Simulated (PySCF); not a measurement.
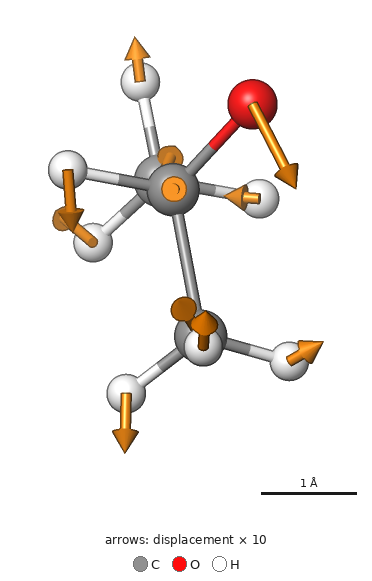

This is a relaxation of C3H7O (charge −1). The starting structure is drawn; orange arrows show the displacements, magnified 10 times. The two geometries are superimposed by the best rigid fit.

Style: ball-and-stick. Shown from a free direction.

The start comes from GFN2-xTB. Its atoms were then displaced at random by about 0.03 Å.

Level of theory: PySCF 2.14.0, density-fitted response routines, PBE0-D3(BJ)/def2-SVP geometry optimisation, gas phase. 

**Describe the change and its energy.**

The atom that moves furthest after the best rigid fit is the O atom (0.11 Å). Largest moves by element: O 0.11 Å, C 0.10 Å, H 0.10 Å. Among the contacts that change: C–H 1.022 → 1.107 Å, C–H 1.039 → 1.110 Å, C–H 1.169 → 1.107 Å, C–H 1.061 → 1.110 Å. Bond angles that change, for instance: H–C–H 116.2° → 109.0°, C–C–O 120.7° → 113.5°, C–C–C 101.4° → 107.4°. After 4 geometry steps the energy has fallen by 13.3 kcal/mol. Cost: 10 s on 1 thread of INTEL(R) XEON(R) PLATINUM 8581C CPU @ 2.10GHz (shared host).

Limits of the set-up: the basis has no diffuse functions, which an anion needs.
